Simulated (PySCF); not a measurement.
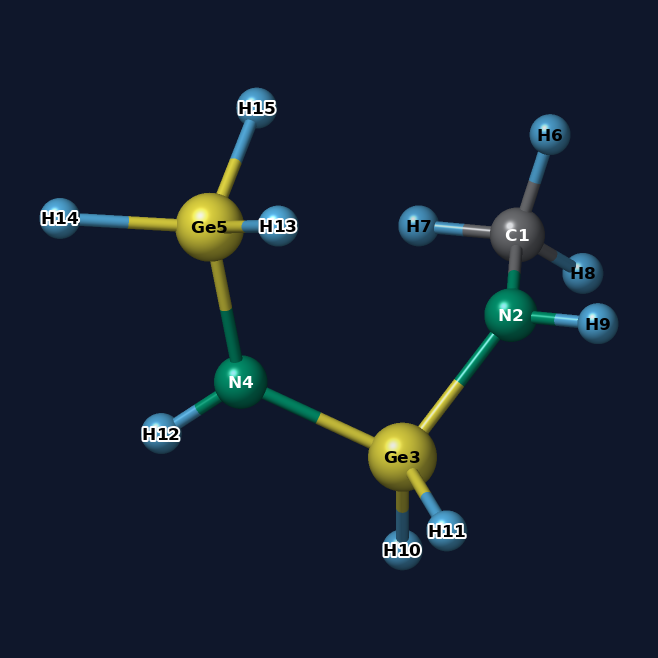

The computed structure is the end point of a PBE0-D3(BJ)/def2-SVP optimisation. No frequency run is at hand to confirm it as a minimum. Electric field gradients from the ground-state density, B3LYP/pcJ-1 (pcSseg-1 on Ge) (PySCF 2.14.0), non-relativistic apart from any core potentials.

Give the largest field-gradient component, the quadrupole coupling constant and the asymmetry for 14N at N2 (Q = 20.44 mb), 73Ge at Ge3 (Q = −196 mb), 14N at N4 (Q = 20.44 mb), 73Ge at Ge5 (Q = −196 mb), 2H at H6 (Q = 2.86 mb), 2H at H7 (Q = 2.86 mb), 2H at H8 (Q = 2.86 mb), 2H at H9 (Q = 2.86 mb).

```
atom  V_zz (a.u.)  e²qQ/h (MHz)     η
  N2       −1.094         −5.26  0.26
 Ge3       −0.560          25.8  0.93
  N4       −0.974         −4.68  0.15
 Ge5        0.777         −35.8  0.16
  H6        0.274         0.184  0.06
  H7        0.273         0.184  0.08
  H8        0.267         0.179  0.06
  H9        0.391         0.263  0.19
```
